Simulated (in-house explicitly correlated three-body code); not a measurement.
**Two electrons around a charge of +0.97: exact states and exact Kohn–Sham parts**

System: two electrons around a charge of +0.97. A variational three-body run gives its energies and expectation values, then the exact Kohn–Sham parts of the ground state and the errors of common functionals.

The numbers are computed with in-house explicitly correlated three-body code version 1 (two electrons, non-relativistic, variational in exponentially correlated functions), except any that are marked as measured or tabulated.

## 1. What is computed

| Property | Result |
| --- | --- |
| charge of the centre | +0.97 |
| mass of the centre | infinite |
| interactions | Coulomb |
| basis | 260 functions exp(−a r1 − b r2 − g r12) a state, exponent ranges optimised |
| units | hartree and bohr; relativity and QED are left out |

## 2. The variational calculation

Settings:

```ini
Z = 0.97
interaction_strength = 1.0
functions = 260
states_tried = 1
```

Started as:

```sh
python run_hyl.py task.json out
```

Main fields of the result record, rounded:

```text
{
  "status": "converged",
  "states [hartree, bohr]": [
    {"name": "1 1S", "E": -0.4877187128024, "change": 3.4e-10, "T": 0.48771871243, "inv_r": 0.6509633312, "inv_r12": 0.2874314372, "r": 2.94944284, "r2": 14.6948844, "r12": 4.84055106, "r12_2": 30.9044389, "cos": -0.104106, "p1p2": 0.028746337, "d1": 0.1478434, "d12": 0.0021491}
  ],
  "threshold [hartree]": -0.47045,
  "kohn_sham [hartree]": {"Ts": 0.460465151, "hartree": 0.715331283, "Ex": -0.357665641, "Tc": 0.0272535616, "Uc": -0.0702342041, "Ec": -0.0429806424, "norm": 2.0},
  "hartree_fock [hartree]": [-0.44769641463, -0.0357772345]
}
```

«change» is the move of the energy from 170 to 260 functions; states that moved too far are left out. d1 and d12 are the expectation values of δ(r1) and δ(r12).

It took 7.7 s on 1 thread of Intel Xeon Platinum 8488C (Sapphire Rapids), shared host.

## 3. Levels

Binding counts from the one-electron threshold at -0.470450 hartree:

```
state  binding (eV)  excitation (eV)    ⟨r⟩  ⟨r12⟩ (bohr)  ⟨cos θ12⟩
 1 ¹S      0.469906                0  2.949         4.841    -0.1041
```

## 4. The exact density, inverted

With two electrons in one orbital the density fixes the Kohn–Sham potential directly; exchange is minus half the Hartree term. On a radial grid:

```
r (bohr)     4πr²n       v_x     v_c  pair density 4πr12²h  Coulomb hole
   0.234    0.1298   -0.6374  -0.070              0.001795      -0.00596
   0.343    0.2270   -0.6245  -0.060              0.004119       -0.0121
   0.505    0.3640   -0.6011  -0.042              0.009603       -0.0234
   0.742    0.5109   -0.5626  -0.015               0.02207       -0.0413
    1.09    0.6013   -0.5050   0.019               0.04855       -0.0612
     1.6    0.5669   -0.4297   0.051               0.09623       -0.0653
    2.36    0.4164   -0.3434   0.060                0.1582       -0.0307
    3.47    0.2460   -0.2599   0.038                0.1883        0.0224
    5.09    0.1208   -0.1884   0.011                0.1413        0.0333
    7.49   0.04524   -0.1319   0.001               0.05897       0.00906
      11   0.01119  -0.09069   0.000               0.01358      -0.00108
    16.2  0.001464  -0.06171   0.000              0.001668     -5.46e-04
```

The last two columns are read against r12, and the hole is the exact less the Kohn–Sham pair density.

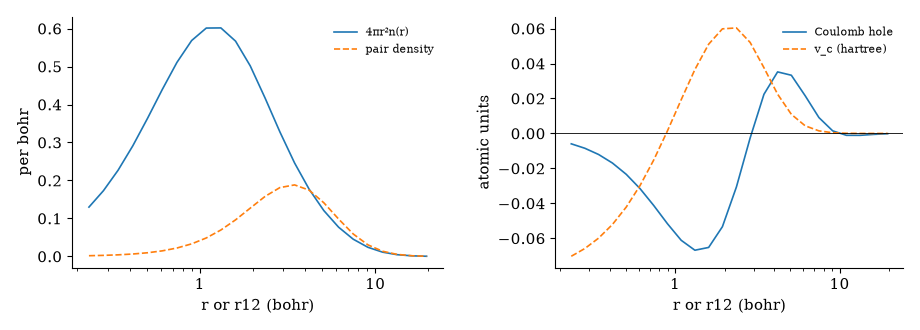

Radial density and pair density (left); Coulomb hole and correlation potential (right).

## 5. Errors of approximate functionals

Errors in millihartree. The functional-driven error is that on the exact density; the rest comes from the functional's own density. Hybrids were run self-consistently alone, so they have no split; a dash in a self-consistent column means that the top level came out unbound:

| functional | exchange | correlation | functional-driven | density-driven | total, self-consistent | top level + binding (eV) |
| --- | --- | --- | --- | --- | --- | --- |
| LDA VWN5 | +39.8 | -26.5 | +13.3 | – | – | – |
| LDA PW92 | +39.8 | -26.5 | +13.3 | – | – | – |
| PBE | -12.8 | +13.6 | +0.8 | – | – | – |
| PBEsol | +6.1 | +6.3 | +12.3 | – | – | – |
| BLYP | -16.2 | +14.2 | -1.9 | – | – | – |
| RPBE | -20.1 | +13.6 | -6.4 | – | – | – |
| PW91 | -13.8 | +12.2 | -1.7 | – | – | – |
| BP86 | -16.2 | +5.6 | -10.6 | – | – | – |
| OLYP | -15.7 | +14.2 | -1.4 | – | – | – |
| AM05 | +26.9 | -17.0 | +9.9 | – | – | – |
| TPSS | -13.4 | +11.8 | -1.6 | – | – | – |
| revTPSS | -12.1 | +8.0 | -4.1 | – | – | – |
| SCAN | -12.7 | +13.9 | +1.2 | – | – | – |
| r2SCAN | -12.7 | +13.9 | +1.2 | – | – | – |
| M06-L | -10.5 | +13.7 | +3.2 | – | – | – |
| ωB97X | – | – | – | – | -0.4 | -0.60 |

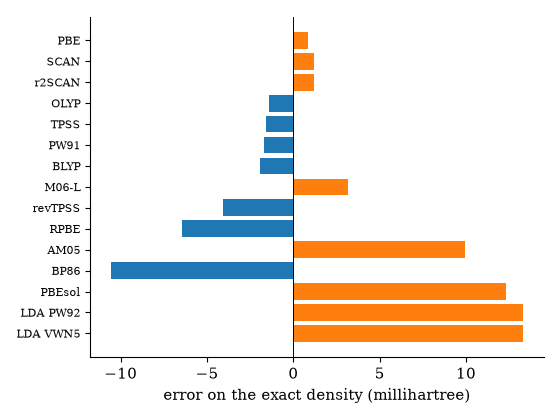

Exchange–correlation error of each functional on the exact density.

## 6. Outcome

```
                      quantity                                value
           ground-state energy                  -0.48771871 hartree
binding of the second electron                           0.46991 eV
              ⟨r12⟩, ⟨cos θ12⟩                  4.841 bohr, -0.1041
        Ts, Ex, Ec (Kohn–Sham)  0.46047, -0.35767, -0.04298 hartree
       exact less Hartree–Fock                     -0.04002 hartree
```

In words: The second electron is bound by 0.4699 eV, and the mean cosine of -0.104 shows the electrons leaning only slightly to opposite sides. The virial ratio −T/E is 1.0000000, where an exact Coulomb state gives 1. On the exact density PBE errs least (+0.8 millihartree) and LDA VWN5 most (+13.3). 15 of the 15 semilocal functionals leave the top level unbound when run self-consistently, since their potentials decay too fast.
